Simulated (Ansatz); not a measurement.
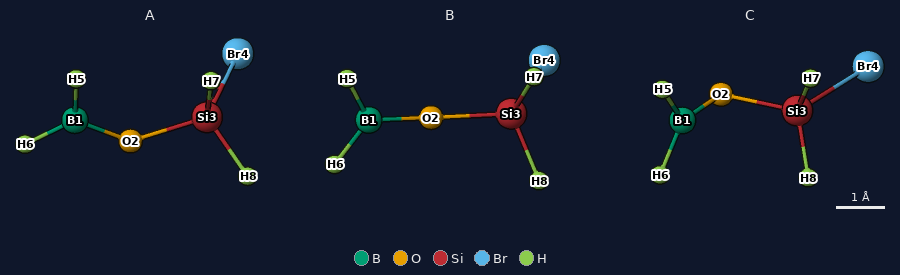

3 geometries from one relaxation of BSiH4OBr (coarse preliminary run), in shuffled order. The picture is a ball-and-stick view, seen at a tilt.

The start comes from a force field.

These are results of Ansatz 0.2.0, RKS PBE-D4/def2-SVP, not measurements. Settings: force threshold 0.03 eV/Å; at most 200 steps.

Question: Put them in the order of the run, from the start to the converged end.

Answer: C, B, A. They are steps 0, 6, 16, at +81.1 kJ/mol, +15.4 kJ/mol relative to the last. The energy falls by 81.1 kJ/mol in 16 geometry steps. Largest force component: 2 eV/Å at the start, 0.029 eV/Å at the end. O2 moves most after the best rigid fit: 1.06 Å. By element the largest moves are O 1.06 Å, H 1.04 Å, Br 0.69 Å, Si 0.30 Å, B 0.19 Å. Among the contacts that change: B1–Si3 2.468 → 2.770 Å, Si3–H8 1.426 → 1.494 Å, B1–O2 1.429 → 1.362 Å, B1–H5 1.170 → 1.224 Å. Among the angles between lasting bonds that change: B1–O2–Si3 103.8° → 129.7°, H5–B1–H6 116.5° → 122.5°, H7–Si3–H8 107.9° → 113.4°. Groups turn about B1–O2 by about 90°, O2–Si3 by about 75°. Cost: 17 s on 4 threads of Arm Neoverse V2 (shared host).
